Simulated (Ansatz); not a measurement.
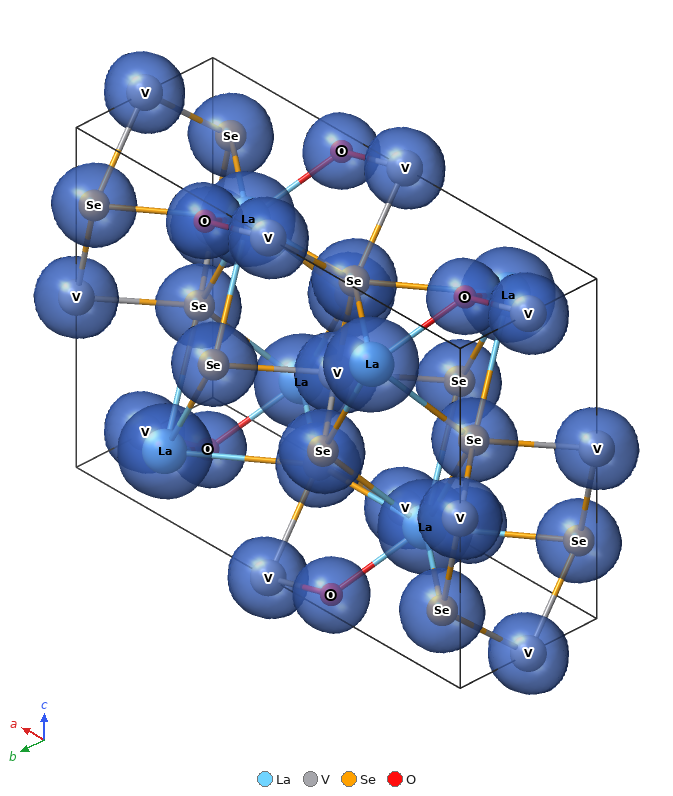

Figure. LaVSe2O. Isosurface of the valence electron density at 0.8 e/Å³ (blue), seen at an oblique angle. Sticks mark near contacts.

Space group C2/m; Hubbard U of 3 eV on V d only; spin-polarised.

Theory: DFT PBEsol+U, scalar-relativistic, plane waves, PAW (Ansatz 0.2.0).

The density is the valence pseudo-density of a PAW calculation; it isn't the true density close to the nuclei.

```cif
data_structure
_symmetry_space_group_name_H-M 'P 1'
_symmetry_Int_Tables_number 1
_cell_length_a 11.6226
_cell_length_b 3.8845
_cell_length_c 8.3968
_cell_angle_alpha 90.000
_cell_angle_beta 90.139
_cell_angle_gamma 90.000
_cell_volume 379.10
loop_
_atom_site_label
_atom_site_type_symbol
_atom_site_fract_x
_atom_site_fract_y
_atom_site_fract_z
_atom_site_occupancy
La1 La 0.76981 0.00000 0.19645 1
La2 La 0.26981 0.50000 0.19645 1
La3 La 0.73019 0.50000 0.80355 1
La4 La 0.23019 0.00000 0.80355 1
V1 V 0.50000 0.00000 0.00000 1
V2 V 0.00000 0.50000 0.00000 1
V3 V 0.50000 0.50000 0.50000 1
V4 V 0.00000 0.00000 0.50000 1
Se1 Se 0.54648 0.50000 0.19930 1
Se2 Se 0.04648 0.00000 0.19930 1
Se3 Se 0.95352 0.00000 0.80070 1
Se4 Se 0.45352 0.50000 0.80070 1
Se5 Se 0.85747 0.50000 0.46580 1
Se6 Se 0.35747 0.00000 0.46580 1
Se7 Se 0.64253 0.00000 0.53420 1
Se8 Se 0.14253 0.50000 0.53420 1
O1 O 0.83528 0.50000 0.05794 1
O2 O 0.33528 0.00000 0.05794 1
O3 O 0.66472 0.00000 0.94206 1
O4 O 0.16472 0.50000 0.94206 1
```

How is the density connected at this value?

At this value the density breaks into separate islands; it holds about 70 % of the electrons treated as valence (semicore included). It bridges none of the near contacts. It is pinched off along the sampled V–O (1.98 Å), La–O (2.39 Å), V–Se (2.57 Å) and La–Se (3.15 Å) contacts. On the grid the lowest density along these lines, outside the cores, is 0.65 e/Å³ (V–O, 1.98 Å), 0.44 e/Å³ (La–O, 2.39 Å), 0.37 e/Å³ (V–Se, 2.57 Å) and 0.19 e/Å³ (La–Se, 3.15 Å).

Which magnetic arrangement did the calculation end in?

Parallel moments (a ferromagnetic arrangement) in this solution; site moments V: +1.9 μB (×2) and +1.5 μB (×2) in one cell of 20 atoms, with smaller moments on other sites: Se (up to −0.07 μB).
